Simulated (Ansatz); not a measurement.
# One shape, several levels: SiHF (SMILES F[SiH])

Aim: a comparison of 6 runs (HF/STO-3G, BHLYP/STO-3G, BLYP/STO-3G, PBE0/STO-3G, SVWN5/STO-3G, r2SCAN/STO-3G) of SiHF. 

The results are computed with Ansatz 0.2.0.

61 further runs of the same task are left out: 7 that didn't finish, 54 set aside as unsound or not needed.

### Step 1. Starting point

The species is SiHF (3 atoms), meant as a singlet with charge 0. SMILES: `F[SiH]`. The Si2–F1 distance was set to 4.030 Å, away from the relaxed value. At this shape a bond of the SMILES string is far longer than usual.

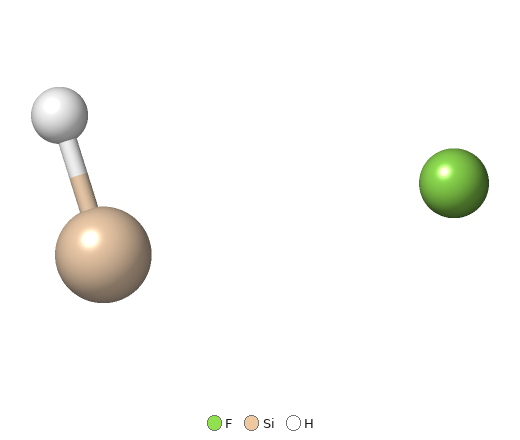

Viewed from a chosen angle; fluorine green, silicon light orange, hydrogen white.

### Step 2. The energy at HF/STO-3G (run 1)

The input, molecule.yaml:

```yaml
crystal:
  periodic: [false, false, false]
  atoms:
    - {symbol: F, position_ang: [-3.005684, -0.883093, -1.766441]}
    - {symbol: Si, position_ang: [0.186800, 0.629400, 0.173800]}
    - {symbol: H, position_ang: [0.892400, -0.718600, 0.415300]}
basis:
  gaussian:
    orbitals: STO-3G
hamiltonian:
  xc: hf
accuracy: high
```

Run with:

```console
ansatz run molecule.yaml --threads 1 --pin off --max-ram 2610MiB --events-out events.jsonl --progress --plain --runs-dir runs
```

Standard output:

```text
Warning: RAYON_NUM_THREADS=1 ignored (pool sized by the plan → 1); use --threads N
Functional definition: HF
  name "HF"
  exchange = exact_x
  correlation = 0
218 factors; integrals over basis functions are off by at most 3.3e-8 eV
mean field evaluation 1: about -10439.2121 eV, gradient 1.0e1 eV
mean field evaluation 2: about -10439.2154 eV, gradient 1.0e1 eV
mean field evaluation 4: about -10439.4673 eV, gradient 7.9e0 eV
mean field evaluation 8: about -10439.5997 eV, gradient 5.9e0 eV
mean field evaluation 16: about -10443.2606 eV, gradient 4.1e-6 eV
mean field evaluation 32: about -10443.0824 eV, gradient 4.2e0 eV
mean field evaluation 64: about -10443.1412 eV, gradient 8.5e-1 eV
mean field -10443.26060547 eV, -383.7827485547 hartree, gradient 1.5e-8 eV, S^2 0.000000; 1 other end points of the search recorded, 0 dependent functions left out
reference -10443.26060547 eV, -383.7827485547 hartree; 12, 12 occupied and 3, 3 virtual orbitals, 218 factors
Total energy: -10443.26060547 eV, -383.7827485547 hartree
```

Run time: 0.08 s. Hardware: 1 thread of AMD EPYC 9R14 (Zen 4), shared host.

### Step 3. A single-point energy at BHLYP/STO-3G (run 2)

The input, run.yaml:

```yaml
crystal:
  periodic: [false, false, false]
  atoms:
    - {symbol: F, position_ang: [-3.005684, -0.883093, -1.766441]}
    - {symbol: Si, position_ang: [0.186800, 0.629400, 0.173800]}
    - {symbol: H, position_ang: [0.892400, -0.718600, 0.415300]}
basis:
  gaussian:
    orbitals: STO-3G
hamiltonian:
  xc: {name: BHLYP}
accuracy: high
```

Run with:

```console
ansatz run run.yaml --threads 1 --pin off --max-ram 2610MiB --events-out events.jsonl --progress --plain --runs-dir runs
```

Standard output:

```text
Warning: RAYON_NUM_THREADS=1 ignored (pool sized by the plan → 1); use --threads N
Functional definition: BHLYP
  name "BHLYP"
  parameter a = 0.5
  exchange = (1 - a)*b88_x + a*exact_x
  correlation = lyp_c
218 factors; integrals over basis functions are off by at most 3.3e-8 eV
mean field evaluation 1: about -10461.6073 eV, gradient 1.3e1 eV
mean field evaluation 2: about -10084.2985 eV, gradient 7.4e0 eV
mean field evaluation 4: about -10460.3501 eV, gradient 2.4e1 eV
mean field evaluation 8: about -10468.5955 eV, gradient 4.6e-1 eV
mean field evaluation 16: about -10468.5938 eV, gradient 1.1e-8 eV
mean field evaluation 32: about -10468.5608 eV, gradient 4.2e-1 eV
mean field -10468.59378889 eV, -384.7137258739 hartree, gradient 1.1e-8 eV, S^2 0.000000; 4 other end points of the search recorded, 0 dependent functions left out
reference -10468.59380507 eV, -384.7137264687 hartree; 12, 12 occupied and 3, 3 virtual orbitals, 218 factors
Total energy: -10468.59380507 eV, -384.7137264687 hartree
```

It took 0.64 s on 1 thread of AMD EPYC 9R14 (Zen 4), shared host.

Runs 3 to 5 aren't shown in full; the table further down has their settings and results.

### Step 4. The energy at r2SCAN/STO-3G (run 6)

The input, input.yaml:

```yaml
basis:
  gaussian:
    orbitals: STO-3G
crystal:
  periodic: [false, false, false]
  atoms:
    - {symbol: F, position_ang: [-3.005684, -0.883093, -1.766441]}
    - {symbol: Si, position_ang: [0.186800, 0.629400, 0.173800]}
    - {symbol: H, position_ang: [0.892400, -0.718600, 0.415300]}
hamiltonian:
  xc: r2scan
accuracy: high
```

Run with:

```console
ansatz run input.yaml --threads 1 --pin off --max-ram 2610MiB --events-out events.jsonl --progress --plain --runs-dir runs
```

Standard output (excerpt; [...] marks lines left out):

```text
Warning: RAYON_NUM_THREADS=1 ignored (pool sized by the plan → 1); use --threads N
Functional definition: r2SCAN
  name "r2SCAN"
[...]
218 factors; integrals over basis functions are off by at most 3.3e-8 eV
[...]
mean field -10469.52782939 eV, -384.7480512292 hartree, gradient 4.8e-9 eV, S^2 0.000000; 8 other end points of the search recorded, 0 dependent functions left out
reference -10469.52782969 eV, -384.7480512404 hartree; 12, 12 occupied and 3, 3 virtual orbitals, 218 factors
Total energy: -10469.52782969 eV, -384.7480512404 hartree
```

It took 6.3 s on 1 thread of AMD EPYC 9R14 (Zen 4), shared host; peak memory 0.15 GiB.

### Step 5. Overview of the runs

```csv
run,level,energy (Eh),wall time
1,HF/STO-3G,-383.782749,0.08 s
2,BHLYP/STO-3G,-384.713726,0.64 s
3,BLYP/STO-3G,-384.753537,2.1 s
4,PBE0/STO-3G,-384.567130,0.58 s
5,SVWN5/STO-3G,-382.943283,1.2 s
6,r2SCAN/STO-3G,-384.748051,6.3 s
```

### Step 6. Results

| quantity | value |
| --- | --- |
| run 6: total energy | -384.74805 Eh |

Totals of different functionals can't be ranked against each other. In runs 1, 2, 3, 4, 5, 6 the basis is minimal, so the values are rough. In runs 1, 2, 3, 4, 5, 6 a closed-shell determinant meets a far-stretched bond, which it describes badly. All runs together took 11 s, the longest 6.3 s.
